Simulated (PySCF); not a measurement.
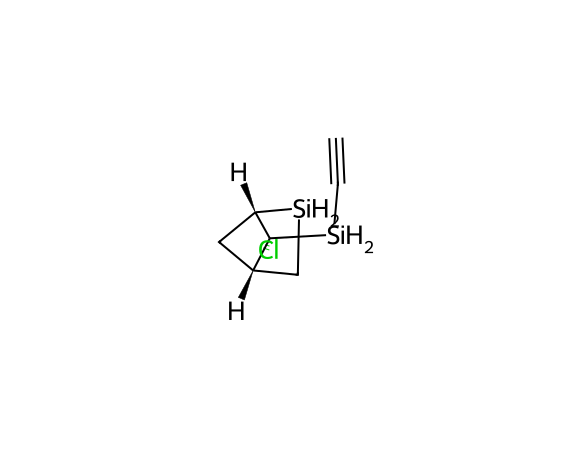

Computed geometry: GFN2-xTB optimisation. No frequency run is at hand to confirm it as a minimum. Properties computed with PBE0/pcSseg-1, gas phase (PySCF 2.14.0).

What does the calculation give?

The species is C7H11ClSi2 (`C#C[SiH2][C@@]1(Cl)[C@@H]2C[SiH2][C@H]1C2`).
- dipole moment: 1.68 D
- HOMO energy (Kohn–Sham orbital): −7.65 eV
- LUMO energy (Kohn–Sham orbital): −0.17 eV
- HOMO–LUMO gap: 7.48 eV

The geometry is semi-empirical. Around Si such bond lengths and angles can be off by a tenth of an ångström or more and by several degrees, and values that hang on the shape move with them.
